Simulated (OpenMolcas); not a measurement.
## Ag²⁺ complex: multiconfigurational calculation

Ag²⁺ with 6 ligands (H2O; octahedron, 2.14 Å), with no charges around it. Computed at this level: state-averaged SS-CASPT2, IPEA shift 0.25, imaginary shift 0.1 hartree, closed shells 4s 4p of the metal and the valence shells of the ligands correlated, active space 9 electrons in the shell 4d, basis ANO-RCC-VDZP on the metal and ANO-RCC-VDZP on the ligands, DKH2 scalar Hamiltonian, spin-orbit coupling by RASSI with atomic mean-field integrals (OpenMolcas).

**Results in brief**

- outcome: converged
- energy of the lowest spin-free term: −5769.66283 hartree
- energy of the lowest spin-orbit level: −5769.66411 hartree
- CASPT2 correlation energy: −1.6960 hartree
- largest spread among components of a term: 5.7 cm⁻¹
- lowest reference weight: 0.701
- hardware: 1 thread of Arm Neoverse V2, 24 GiB of memory available, shared host
- wall time: 27 s
- peak memory: 0.38 GiB

**Notes**

Caveats: orbital doublet at a regular site, Jahn-Teller distortion not allowed for; distances are set from ionic radii, not optimised.

**The input**
```
&GATEWAY
Coord
19

Ag 0.0 0.0 0.0
O 2.140000 0.000000 0.000000
H 2.716978 0.779741 0.000000
H 2.716978 -0.779741 0.000000
O 0.000000 2.140000 0.000000
H 0.000000 2.716978 0.779741
H 0.000000 2.716978 -0.779741
O -2.140000 0.000000 0.000000
H -2.716978 0.779741 0.000000
H -2.716978 -0.779741 0.000000
O 0.000000 -2.140000 0.000000
H 0.000000 -2.716978 0.779741
H 0.000000 -2.716978 -0.779741
O 0.000000 0.000000 2.140000
H 0.779741 0.000000 2.716978
H -0.779741 0.000000 2.716978
O 0.000000 0.000000 -2.140000
H 0.779741 0.000000 -2.716978
H -0.779741 0.000000 -2.716978
Basis=Ag.ANO-RCC-VDZP,H.ANO-RCC-VDZP,O.ANO-RCC-VDZP
Group=XYZ
NoMove
AngMom=0.0 0.0 0.0
AMFI
RICD
&SEWARD
&RASSCF
FileOrb=start.orb
Symmetry=1
Spin=2
nActEl=9 0 0
Inactive=24 24
Ras2=5 0
CIRoot=5 5 1
SDav=5
CIMx=300
Iter=150 100
PrWF=0.3
OrbListing=Nothing
MaxOrb=0
LevShft=1.0
>>> COPY $Project.JobIph JOB001
&RASSI
NrOfJobIphs=1 5
1 2 3 4 5
IphNames
JOB001
EJob
SpinOrbit
DIPRint=1.0
SOCoupling=1000.0
Subsets=2
Property=9
'ANGMOM' 1 'ANGMOM' 2 'ANGMOM' 3 'MLTPL  1' 1 'MLTPL  1' 2 'MLTPL  1' 3
'AMFI' 1 'AMFI' 2 'AMFI' 3
SOProperty=3
'ANGMOM' 1 'ANGMOM' 2 'ANGMOM' 3
>>> COPY JOB001 $Project.JobIph
&CASPT2
Multistate=5 1 2 3 4 5
NoMult
Frozen=11 9
IPEA=0.25
Imaginary=0.1
MaxIter=60
WThr=0.0 0.3 0.05
PrWF=0.5
NoMix
```

The file start.orb holds starting orbitals from an earlier step. A driver script formed the levels outside the program, from RASSI's spin-orbit matrix and the CASPT2 energies (for multi-state variants, the effective Hamiltonian), averaged over the components of each term or state. The log and the time are those of the CASPT2 step.

Launched with:
```bash
OMP_NUM_THREADS=1 MOLCAS_MEM=2457 MOLCAS_PROJECT=a pymolcas a.inp > a.log  # once for each step of the input, in one work folder
```

**Output (extracts)**
```
--- CASPT2 ---
Orbital specifications:
      -----------------------

      Symmetry species                           1   2
                                                ag  au
      Frozen orbitals                           11   9
      Inactive orbitals                         13  15
      Active orbitals                            5   0
      Secondary orbitals                        64  70
      Deleted orbitals                           0   0
      Number of basis functions                 93  94
Type of calculation                        SS-CASPT2
      Fock operator                              state-specific
      IPEA shift                                 0.25
      Real shift                                 0.00
      Imaginary shift                            0.10
      The input orbitals will be transformed to quasi-canonical
Reference energy:       -5767.9668489678
      E2 (Non-variational):      -1.6947228798
      Shift correction:          -0.0012625205
      E2 (Variational):          -1.6959854002
      Total energy:           -5769.6628343680
      Residual norm:              0.0000008249
      Reference weight:           0.70082
      Contributions to the CASPT2 correlation energy
      Active & Virtual Only:         -0.1812813184
      One Inactive Excited:          -0.2157758077
      Two Inactive Excited:          -1.2976657537
Reference energy:       -5767.9668489677
      E2 (Non-variational):      -1.6947222399
      Shift correction:          -0.0012624939
      E2 (Variational):          -1.6959847338
      Total energy:           -5769.6628337015
      Residual norm:              0.0000008287
      Reference weight:           0.70082
      Contributions to the CASPT2 correlation energy
      Active & Virtual Only:         -0.1812805701
      One Inactive Excited:          -0.2157758859
      Two Inactive Excited:          -1.2976657838
::    CASPT2 Root  1     Total energy:  -5769.66283437
::    CASPT2 Root  2     Total energy:  -5769.66283370
::    CASPT2 Root  3     Total energy:  -5769.59347459
::    CASPT2 Root  4     Total energy:  -5769.59347677
::    CASPT2 Root  5     Total energy:  -5769.59345071
```

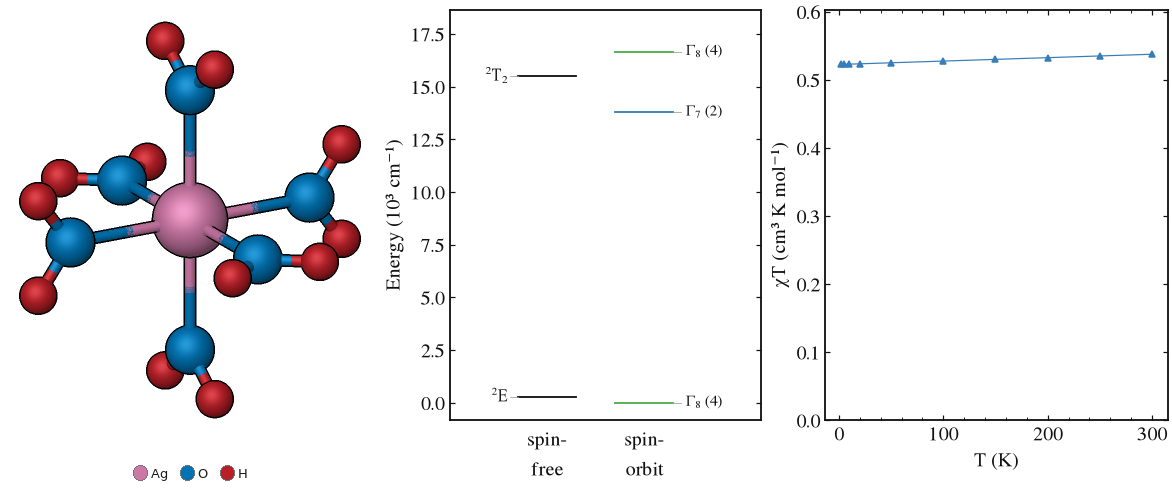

**Figure 1.** Ag²⁺ (4d⁹) with 6 ligands, H₂O, at 2.14 Å (arrangement: octahedron, Th), and its levels and susceptibility. Labels give the representation in O, Td, D4 or D3 as the site allows (double group for half-integer spin) where it could be assigned and, in brackets, the degeneracy; spin-free states, where drawn, share the zero of the spin-orbit levels. Powder susceptibility by Van Vleck's formula. The ground level is Γ₈, 4-fold degenerate, 100 % from states of spin multiplicity 2. The next level lies at 13,800 cm⁻¹ (Γ₇). The lowest spin-free state is ²E; of the same spin there follows at 15,200 cm⁻¹ (²T₂) above it. A ligand-field fit to the spin-free states gives |10Dq| = 15,200 cm⁻¹. χT is 0.522 cm³ K mol⁻¹ at 2 K and 0.537 at 300 K, an effective moment of 2.07 μB.
